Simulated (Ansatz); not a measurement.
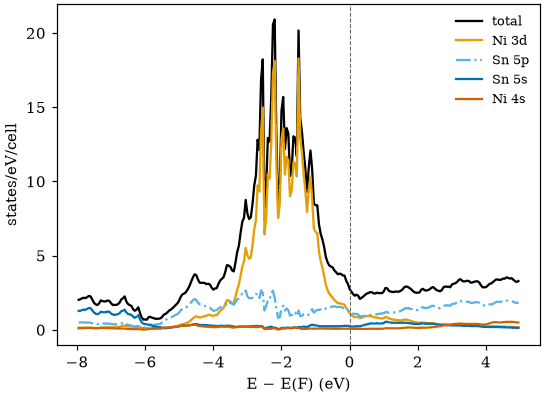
*Total and projected density of states of Ni3Sn4 in space group C2/m (No. 12; Ni on 2a, Ni on 4i, Sn on 4i, Sn on 4i), the program Ansatz at the PBEsol level (PAW)*

### Question
Which orbitals carry the states next to the Fermi level?

### Answer
Within 0.5 eV of the Fermi level: Ni 3d 44 %, Sn 5p 42 %, Sn 5s 9 %. Projections are on Löwdin-orthogonalised atomic valence shells; empty p or d shells of many metals are not among them.

### Question
Where is the tallest occupied peak in this window, and what makes it?

### Answer
Near -2.2 eV, about 21 states/eV per cell; the largest projected share is Ni 3d.

The first step of the workflow began from a Materials Project structure, measured or hypothetical; the Crystallography Open Database files this formula in space group No. 12, but the cells were not matched. Its standing as an ambient phase is unchecked. The cell was relaxed with PBEsol under the symmetry of its start; of distortions, only those at the zone centre were tested. No spin polarisation was allowed. Spin–orbit coupling is left out wherever it is not named.

Potentials: the later of the program's two PAW sets.
